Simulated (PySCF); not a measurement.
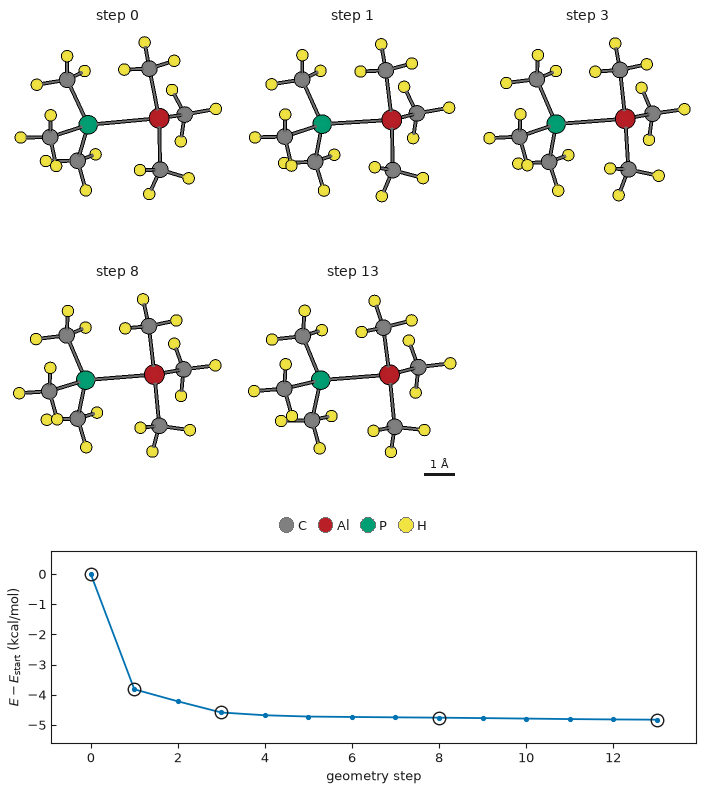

Frames of a relaxation of C6H18AlP, marked on the history of the run. The picture is a ball-and-stick view, seen at a tilt.

The start comes from GFN2-xTB. Its atoms were then displaced at random by about 0.01 Å.

All numbers below come from PySCF, PBE0-D3(BJ)/def2-SVP geometry optimisation, gas phase. 

Describe the path.

The largest move after the best rigid fit is that of an H atom, 0.31 Å. By element the largest moves are H 0.31 Å, Al 0.17 Å, C 0.16 Å, P 0.09 Å. Some distances before and after: Al–P 2.571 → 2.485 Å, C–H 1.072 → 1.105 Å, C–H 1.136 → 1.104 Å, C–P 1.843 → 1.827 Å. Bond angles that change, for instance: Al–C–H 115.0° → 110.5°, C–Al–P 96.1° → 100.4°, Al–P–C 119.1° → 115.2°. After 13 geometry steps the energy has fallen by 4.82 kcal/mol. From step 0 to 1: an H atom moves most (0.20 Å), energy −3.82 kcal/mol. From step 1 to 3: an H atom moves most (0.12 Å), energy −0.77 kcal/mol. From step 3 to 8: an H atom moves most (0.16 Å), energy −0.17 kcal/mol. From step 8 to 13: an H atom moves most (0.18 Å), energy −0.07 kcal/mol.
